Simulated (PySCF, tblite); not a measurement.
# methylenecyclopropene (C₄H₄): dynamics, then NMR shifts and electronic excitations on frames, part 2 of 2

tblite 0.8.0 and PySCF 2.14.0. Atoms count from 0.

**9. NMR shieldings: 800 fs, PBE0/pcSseg-1**

What the job is given:

```
{"job": {"kind": "nmr", "xc": "PBE0", "basis": "pcSseg-1", "pop": false}, "charge": 0, "multiplicity": 1}
C      0.355000    -1.340700    -0.138100
C     -0.575900    -0.644000    -0.688400
C     -1.201600     0.209200    -1.781300
C     -1.807600     0.198100    -0.664600
H      0.417300    -1.507400     0.973600
H      1.295900    -1.554100    -0.658900
H     -1.187200     0.784000    -2.682800
H     -2.536900     0.718500    -0.136300
```

With the program's defaults for keys left out, this is: GIAO PBE0/pcSseg-1 NMR shielding, non-relativistic, gas phase.

Log:

```text
coarse grid: 6824 points
cycle   1  E = -154.4154940027  dE =  6.889e-01  |g| = 3.371e-01  |ddm| = 2.653e+00
cycle   2  E = -154.4104632220  dE =  5.031e-03  |g| = 3.667e-01  |ddm| = 6.514e-01
cycle   3  E = -154.4464263792  dE = -3.596e-02  |g| = 6.910e-02  |ddm| = 3.653e-01
cycle   4  E = -154.4475878256  dE = -1.161e-03  |g| = 2.115e-02  |ddm| = 9.166e-02
cycle   5  E = -154.4477015031  dE = -1.137e-04  |g| = 5.975e-03  |ddm| = 2.665e-02
cycle   6  E = -154.4477095263  dE = -8.023e-06  |g| = 1.598e-03  |ddm| = 5.821e-03
final grid: 66320 points
cycle   7  E = -154.4739884396  dE = -1.356e-05  |g| = 5.147e-03  |ddm| = 2.365e-02
cycle   8  E = -154.4739856201  dE =  2.820e-06  |g| = 6.211e-03  |ddm| = 1.102e-02
cycle   9  E = -154.4739955774  dE = -9.957e-06  |g| = 9.892e-04  |ddm| = 5.805e-03
cycle  10  E = -154.4739958085  dE = -2.311e-07  |g| = 1.200e-04  |ddm| = 7.964e-04
cycle  11  E = -154.4739958103  dE = -1.780e-09  |g| = 8.707e-05  |ddm| = 1.678e-04
cycle  12  E = -154.4739958123  dE = -1.968e-09  |g| = 6.309e-06  |ddm| = 8.604e-05
cycle  13  E = -154.4739958123  dE = -6.224e-12  |g| = 3.067e-06  |ddm| = 9.038e-06
converged SCF energy = -154.4739958123

GIAO shielding tensors (ppm)
atom      isotropic    diamagn.    paramagn.     s11        s22        s33       span
  0 C      112.731     258.801    -146.070     40.640    124.525    173.030    132.390
  1 C       66.391     252.687    -186.296    -47.374     22.368    224.179    271.554
  2 C       42.387     256.883    -214.496    -82.385     26.875    182.670    265.055
  3 C       43.898     252.559    -208.661    -78.613     25.652    184.655    263.268
  4 H       26.351      29.707      -3.355     23.483     25.715     29.856      6.374
  5 H       26.953      29.397      -2.444     23.968     26.232     30.658      6.690
  6 H       23.399      32.060      -8.660     21.033     23.977     25.188      4.156
  7 H       24.034      32.706      -8.672     21.511     24.682     25.909      4.399
```

Wall time 3 s (1 thread of Arm Neoverse V1, shared host); peak memory 0.41 GiB.

Key values: δ C2 144.5, C3 143.0, C1 120.5, C0 74.2, H6 8.32, H7 7.68 ppm.

**10. Excited states and response: 800 fs, PBE0/def2-SVPD**

The job, as its differences from that of step 9:

```diff
@@ -1,2 +1,2 @@
-{"job": {"kind": "nmr", "xc": "PBE0", "basis": "pcSseg-1", "pop": false}, "charge": 0, "multiplicity": 1}
+{"job": {"kind": "uv", "xc": "PBE0", "basis": "def2-SVPD", "nstates": 5, "ntriplets": 0}, "charge": 0, "multiplicity": 1}
 C      0.355000    -1.340700    -0.138100
```

Level: TDDFT PBE0/def2-SVPD, vertical, gas phase, core orbitals frozen in the response.

Log:

```text
coarse grid: 6824 points
cycle   1  E = -154.3314345173  dE =  6.523e-01  |g| = 3.230e-01  |ddm| = 4.939e+00
cycle   2  E = -154.3248249589  dE =  6.610e-03  |g| = 3.598e-01  |ddm| = 1.061e+00
cycle   3  E = -154.3607637113  dE = -3.594e-02  |g| = 6.659e-02  |ddm| = 5.165e-01
cycle   4  E = -154.3618763088  dE = -1.113e-03  |g| = 2.122e-02  |ddm| = 1.271e-01
cycle   5  E = -154.3619949694  dE = -1.187e-04  |g| = 6.095e-03  |ddm| = 3.573e-02
cycle   6  E = -154.3620037090  dE = -8.740e-06  |g| = 1.477e-03  |ddm| = 9.803e-03
final grid: 66320 points
cycle   7  E = -154.3879102014  dE = -1.261e-05  |g| = 4.808e-03  |ddm| = 4.910e-02
cycle   8  E = -154.3879075190  dE =  2.682e-06  |g| = 5.850e-03  |ddm| = 1.571e-02
cycle   9  E = -154.3879167459  dE = -9.227e-06  |g| = 9.333e-04  |ddm| = 8.657e-03
cycle  10  E = -154.3879169585  dE = -2.126e-07  |g| = 1.023e-04  |ddm| = 1.345e-03
cycle  11  E = -154.3879169597  dE = -1.162e-09  |g| = 7.939e-05  |ddm| = 2.821e-04
cycle  12  E = -154.3879169614  dE = -1.687e-09  |g| = 5.904e-06  |ddm| = 1.152e-04
cycle  13  E = -154.3879169614  dE = -6.054e-12  |g| = 2.949e-06  |ddm| = 1.483e-05
converged SCF energy = -154.3879169614

Static polarisability (au): isotropic 46.180, principal 30.362 42.406 65.774

Singlet excitations
state   eV       nm        f      main configurations
  1   5.1557    240.5   0.01484   H->L 0.98
  2   6.1296    202.3   0.00102   H-1->L 0.95
  3   6.4802    191.3   0.00393   H->L+1 0.84
  4   6.8939    179.8   0.03234   H->L+3 0.89
  5   7.1536    173.3   0.02143   H->L+4 0.45, H->L+5 0.34, H->L+2 0.12
```

It took 4.2 s on 1 thread of Arm Neoverse V1, shared host; peak memory 0.49 GiB.

In short: HOMO -6.57 eV, LUMO -0.25 eV; lowest singlet 5.16 eV.

**11. NMR shieldings: 1000 fs, PBE0/pcSseg-1**

What the job is given:

```
{"job": {"kind": "nmr", "xc": "PBE0", "basis": "pcSseg-1", "pop": false}, "charge": 0, "multiplicity": 1}
C     -0.644000    -1.089800    -0.548500
C     -1.751300    -0.391900    -0.718700
C     -2.520200     0.849800    -1.021500
C     -3.104000    -0.167600    -0.304500
H     -0.688800    -2.106900    -0.056000
H      0.197400    -0.848600    -1.099200
H     -2.758300     1.815100    -1.381500
H     -4.039700    -0.575300     0.028400
```

Method: GIAO PBE0/pcSseg-1 NMR shielding, non-relativistic, gas phase.

Log:

```text
coarse grid: 6824 points
cycle   1  E = -154.4134356937  dE =  6.190e-01  |g| = 3.617e-01  |ddm| = 2.606e+00
cycle   2  E = -154.3884026544  dE =  2.503e-02  |g| = 4.728e-01  |ddm| = 9.405e-01
cycle   3  E = -154.4507930037  dE = -6.239e-02  |g| = 8.397e-02  |ddm| = 5.979e-01
cycle   4  E = -154.4524709338  dE = -1.678e-03  |g| = 3.014e-02  |ddm| = 1.091e-01
cycle   5  E = -154.4526543163  dE = -1.834e-04  |g| = 1.460e-02  |ddm| = 3.411e-02
cycle   6  E = -154.4527064959  dE = -5.218e-05  |g| = 2.534e-03  |ddm| = 1.440e-02
cycle   7  E = -154.4527079679  dE = -1.472e-06  |g| = 9.296e-04  |ddm| = 2.976e-03
final grid: 66320 points
cycle   8  E = -154.4779615018  dE = -1.326e-05  |g| = 5.362e-03  |ddm| = 2.374e-02
cycle   9  E = -154.4779594653  dE =  2.037e-06  |g| = 6.136e-03  |ddm| = 1.356e-02
cycle  10  E = -154.4779691848  dE = -9.720e-06  |g| = 1.158e-03  |ddm| = 7.063e-03
cycle  11  E = -154.4779695036  dE = -3.188e-07  |g| = 1.628e-04  |ddm| = 9.189e-04
cycle  12  E = -154.4779695083  dE = -4.678e-09  |g| = 9.233e-05  |ddm| = 2.256e-04
cycle  13  E = -154.4779695103  dE = -2.055e-09  |g| = 2.053e-05  |ddm| = 8.231e-05
cycle  14  E = -154.4779695104  dE = -1.032e-10  |g| = 5.490e-06  |ddm| = 2.523e-05
converged SCF energy = -154.4779695104

GIAO shielding tensors (ppm)
atom      isotropic    diamagn.    paramagn.     s11        s22        s33       span
  0 C      116.635     253.865    -137.230     40.650    134.839    174.415    133.764
  1 C       57.798     247.170    -189.372    -65.129     43.397    195.125    260.254
  2 C       28.321     251.544    -223.222   -121.960      7.479    199.446    321.406
  3 C       26.323     261.891    -235.568   -113.431     -1.746    194.147    307.578
  4 H       26.441      27.322      -0.881     23.799     25.919     29.605      5.806
  5 H       28.364      32.661      -4.298     25.958     27.057     32.076      6.118
  6 H       22.492      30.877      -8.385     17.220     24.710     25.547      8.327
  7 H       22.722      32.247      -9.525     18.491     24.316     25.359      6.868
```

Wall time 3 s (1 thread of Arm Neoverse V1, shared host); peak memory 0.41 GiB.

Key values: δ C3 160.6, C2 158.6, C1 129.1, C0 70.3, H6 9.22, H7 9.00 ppm.

**12. Ultraviolet spectrum: 1000 fs, PBE0/def2-SVPD**

The job, as its differences from that of step 11:

```diff
@@ -1,2 +1,2 @@
-{"job": {"kind": "nmr", "xc": "PBE0", "basis": "pcSseg-1", "pop": false}, "charge": 0, "multiplicity": 1}
+{"job": {"kind": "uv", "xc": "PBE0", "basis": "def2-SVPD", "nstates": 5, "ntriplets": 0}, "charge": 0, "multiplicity": 1}
 C     -0.644000    -1.089800    -0.548500
```

With the program's defaults for keys left out, this is: TDDFT PBE0/def2-SVPD, vertical, gas phase, core orbitals frozen in the response.

Log:

```text
coarse grid: 6824 points
cycle   1  E = -154.3303498104  dE =  5.814e-01  |g| = 3.504e-01  |ddm| = 4.412e+00
cycle   2  E = -154.3027472226  dE =  2.760e-02  |g| = 4.703e-01  |ddm| = 1.310e+00
cycle   3  E = -154.3665816768  dE = -6.383e-02  |g| = 7.780e-02  |ddm| = 7.345e-01
cycle   4  E = -154.3680121042  dE = -1.430e-03  |g| = 3.196e-02  |ddm| = 1.547e-01
cycle   5  E = -154.3682344054  dE = -2.223e-04  |g| = 1.418e-02  |ddm| = 5.413e-02
cycle   6  E = -154.3682850772  dE = -5.067e-05  |g| = 2.425e-03  |ddm| = 2.073e-02
cycle   7  E = -154.3682864855  dE = -1.408e-06  |g| = 8.529e-04  |ddm| = 4.022e-03
final grid: 66320 points
cycle   8  E = -154.3931958510  dE = -1.198e-05  |g| = 5.038e-03  |ddm| = 4.163e-02
cycle   9  E = -154.3931939158  dE =  1.935e-06  |g| = 5.789e-03  |ddm| = 1.880e-02
cycle  10  E = -154.3932030114  dE = -9.096e-06  |g| = 1.066e-03  |ddm| = 9.555e-03
cycle  11  E = -154.3932032877  dE = -2.763e-07  |g| = 1.454e-04  |ddm| = 1.340e-03
cycle  12  E = -154.3932032918  dE = -4.084e-09  |g| = 7.626e-05  |ddm| = 3.041e-04
cycle  13  E = -154.3932032932  dE = -1.438e-09  |g| = 1.873e-05  |ddm| = 1.122e-04
cycle  14  E = -154.3932032933  dE = -8.788e-11  |g| = 5.171e-06  |ddm| = 3.226e-05
converged SCF energy = -154.3932032933

Static polarisability (au): isotropic 47.036, principal 31.371 44.221 65.517

Singlet excitations
state   eV       nm        f      main configurations
  1   4.0242    308.1   0.01444   H->L 0.98
  2   5.9377    208.8   0.01673   H->L+1 0.85
  3   6.1519    201.5   0.00070   H-1->L 0.91
  4   6.4536    192.1   0.03515   H->L+4 0.58, H->L+2 0.34
  5   6.6206    187.3   0.00625   H->L+3 0.92
```

Run time: 4.1 s. Hardware: 1 thread of Arm Neoverse V1, shared host; peak memory 0.48 GiB.

In short: HOMO -6.09 eV, LUMO -0.93 eV; lowest singlet 4.02 eV.

**13. Side by side: NMR shifts**

Shifts (ppm) of some atoms, chosen among heavy atoms and hydrogens apart, with basis size and wall time:

```tsv
frame	C2	C3	C1	C0	H7	H5	H4	functions	time
250 fs	158.0	147.6	120.1	61.6	6.85	4.20	2.97	88	3.3 s
425 fs	152.0	157.4	131.8	69.8	9.45	5.16	3.42	88	3 s
625 fs	159.3	147.4	124.7	77.1	7.47	5.34	5.28	88	3 s
800 fs	144.5	143.0	120.5	74.2	7.68	4.76	5.37	88	3 s
1000 fs	158.6	160.6	129.1	70.3	9.00	3.35	5.28	88	3 s
```

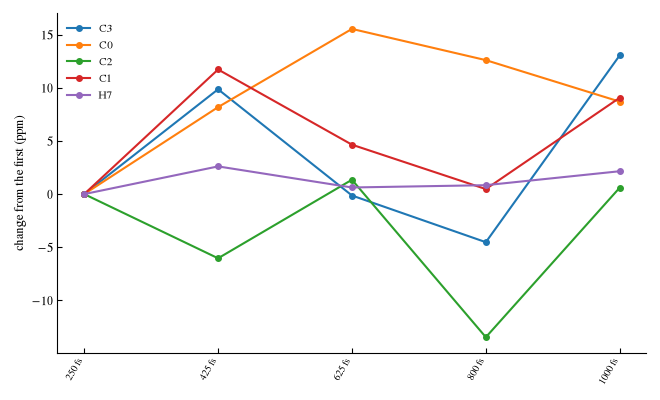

How five of the tabulated atoms move from run to run.

**14. Comparing the runs: electronic excitations**

Excitations and ground-state properties, with basis size and wall time:

```tsv
frame	lowest singlet (eV)	brightest (eV)	f	gap (eV)	α (Å³)	μ (D)	functions	time
250 fs	3.89	6.52	0.026	4.99	6.69	1.85	112	4.1 s
425 fs	3.98	6.19	0.090	5.17	7.06	2.18	112	4.1 s
625 fs	4.14	6.76	0.030	5.25	6.84	1.79	112	4.1 s
800 fs	5.16	6.89	0.032	6.32	6.84	1.88	112	4.2 s
1000 fs	4.02	6.45	0.035	5.16	6.97	2.03	112	4.1 s
```

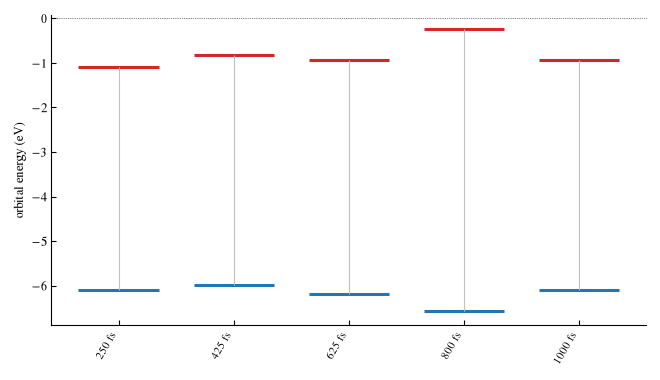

HOMO (blue) and LUMO (red) run by run.

**15. Summary of results**

The summary covers parts 1 to 2.

| quantity | value |
| --- | --- |
| thermostat | 600 K |
| mean temperature, second half | 530 K |
| mean potential energy above the minimum | 0.37 eV |
| 13C shifts against TMS (PBE0/pcSseg-1, 250 fs) | 158.0, 147.6, 120.1, 61.6 ppm |
| 1H shifts against TMS (PBE0/pcSseg-1, 250 fs) | 9.09, 6.85, 4.20, 2.97 ppm |
| lowest singlet (PBE0/def2-SVPD, 250 fs) | 3.89 eV (319 nm), f = 0.020 |
| brightest single state of those computed | state 4, 6.52 eV, f = 0.026 |
| range of the shift of C3 | 143.0 to 160.6 ppm |
| range of the lowest singlet | 3.89 to 5.16 eV |

In words: In the second half the potential energy averages 0.37 eV above the minimum; equipartition over 18 harmonic modes at 600 K would give 0.47 eV. With 8 atoms the temperature swings widely (242 to 949 K). Shifts at one fixed geometry are not the observed spectrum, which averages over the motion. In the first frame run (250 fs): The widest tensor belongs to C2: span 320 ppm, with a paramagnetic part of -223 ppm. The first singlet state (HOMO→LUMO 0.98) lies at 3.89 eV and is weak; of the 5 states computed, the strongest absorption comes from state 4 at 6.52 eV. States above −ε(HOMO) lie where TDDFT describes them poorly and they hang on the basis; the brightest is among them. Across the 5 runs the shift of C3 moves most, between 143.0 (800 fs) and 160.6 ppm (1000 fs). The lowest singlet runs from 3.89 eV (250 fs) to 5.16 eV (800 fs), while the orbital gap spans 4.99 to 6.32 eV. The lowest state need not be the same one in every run.
